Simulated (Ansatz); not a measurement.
# Lattice dynamics of (CaO)1(YN)3 [001] superlattice, started as rocksalt type

The cell of (CaO)1(YN)3 [001] superlattice, started as rocksalt type is at rest. What are its phonons?

Method: DFT PBEsol, scalar-relativistic, plane waves, PAW, in Ansatz 0.2.0.

The structure was built from a prototype and need not be the compound's stable phase.

## 1. Starting point

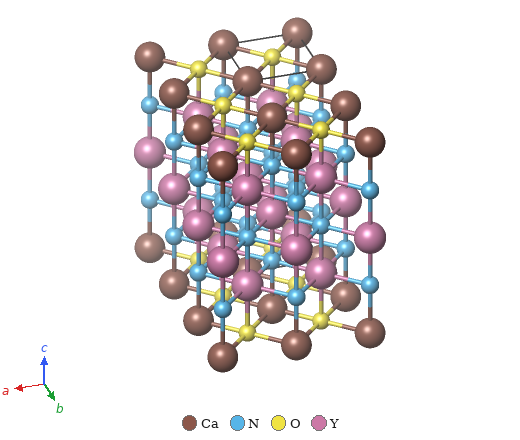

Start, viewed from a free direction; calcium brown, nitrogen blue, oxygen yellow, yttrium pink. 2×3×1 cells are drawn. Some periodic images of atoms are drawn too.

Structure file:

```cif
data_structure
_symmetry_space_group_name_H-M 'P4/mmm'
_symmetry_Int_Tables_number 123
_cell_length_a 3.4207
_cell_length_b 3.4207
_cell_length_c 9.6856
_cell_angle_alpha 90.000
_cell_angle_beta 90.000
_cell_angle_gamma 90.000
_cell_volume 113.33
loop_
_atom_site_label
_atom_site_type_symbol
_atom_site_symmetry_multiplicity
_atom_site_Wyckoff_symbol
_atom_site_fract_x
_atom_site_fract_y
_atom_site_fract_z
_atom_site_occupancy
Ca1 Ca 1 a 0.00000 0.00000 0.00000 1
N1 N 2 g 0.00000 0.00000 0.25204 1
N2 N 1 d 0.50000 0.50000 0.50000 1
O1 O 1 c 0.50000 0.50000 0.00000 1
Y1 Y 2 h 0.50000 0.50000 0.24983 1
Y2 Y 1 b 0.00000 0.00000 0.50000 1
```

## 2. Modes at Γ

The cell comes from relaxations at this level that are not shown. The zone centre is the only wavevector solved here; it holds the modes that light can see, as far as symmetry allows. The response to a homogeneous field gives the Born charges and the dielectric tensor.

Input file input.yaml:

```yaml
crystal:
  lattice:
    - [2.4188028284, 2.4188028284, 0.0]
    - [-2.4188028284, 2.4188028284, 0.0]
    - [0.0, 0.0, 9.685601662]
  atoms:
    - { symbol: Ca, position: [0.0, 0.0, 0.0] }
    - { symbol: "N", position: [1.0, 0.0, 0.2520368508] }
    - { symbol: "N", position: [0.5, 0.5, 0.5] }
    - { symbol: "N", position: [1.0, 0.0, 0.7479631492] }
    - { symbol: O, position: [0.5, 0.5, 0.0] }
    - { symbol: "Y", position: [0.5, 0.5, 0.2498251124] }
    - { symbol: "Y", position: [0.0, 0.0, 0.5] }
    - { symbol: "Y", position: [0.5, 0.5, 0.7501748876] }
kpoints:
  mp_grid: { grid: [12, 12, 4] }
hamiltonian:
  xc: pbesol
scf:
  occupations: { method: fixed }
output:
  eigenvalues: true
phonons:
  method: dfpt
  dielectric: true
  rigid_motions: translations
```

Launch:

```
ansatz run input.yaml --threads 8 --pin off --max-ram 14336MiB --backend cpu --events-out ev --progress --plain --runs-dir out
```

Then come: isotope substitution, element Ca, natural mass 40.078 amu; another isotope, element N, natural mass 14.007 amu; isotope substitution, element O, natural mass 15.999 amu. Settings of the main run: cutoff 420 eV, 12×12×4 k-mesh, fixed occupations.

Q: Predict the highest optical mode at the zone centre and top of the zone-centre spectrum with the field.

The structure is stable against zone-centre distortions, since no mode there is imaginary; other wavevectors were not solved, so zone-boundary instabilities are untested. Without the field, the optical modes at Γ span 121 to 530 cm⁻¹. No dispersion was computed.

```
volume per atom                                         : 14.2 Å³
gap on the k-mesh                                       : 0.290 eV
highest optical mode at the zone centre (no LO-TO term) : 530 cm⁻¹
top of the zone-centre spectrum with the field          : 545 cm⁻¹
lowest optical zone-centre mode                         : 121 cm⁻¹
mean high-frequency dielectric constant                 : 9.87
mean static dielectric constant                         : 68.0
largest Born charge (third of the trace)                : 4.39 e
imaginary modes at Γ (the only wavevector solved)       : none
```

The highest mode in this list at Γ, 529.9 cm⁻¹, is mostly motion of N (92 % of the kinetic energy). With the macroscopic field of the longitudinal modes the top of the zone-centre spectrum lies at 545 cm⁻¹, against 530 cm⁻¹ without it. Lattice motion raises the mean dielectric constant from 9.875 to 67.99. The strongest infrared line is at 205 cm⁻¹. With the field response the log warns that the k mesh is coarse for the force constants too, so the frequencies may not be converged. In this run the field response is not settled by the k meshes in reach, so its dielectric tensor, Born charges and longitudinal modes are rough. The starting cell was built on a prototype and not taken from a measurement, so the phase need not exist. These are harmonic frequencies at zero temperature: anharmonic shifts, linewidths and thermal expansion are left out.

[Logs are printed without paths, hosts, clocks, repeated set-up lines and the standing remarks that a program may print on its own settings, such as how far it seeks lower states.]

[Hosts, paths, dates, database ids (printed as entryN), source tags and the programs' standing remarks are cut or masked in the printed files.]
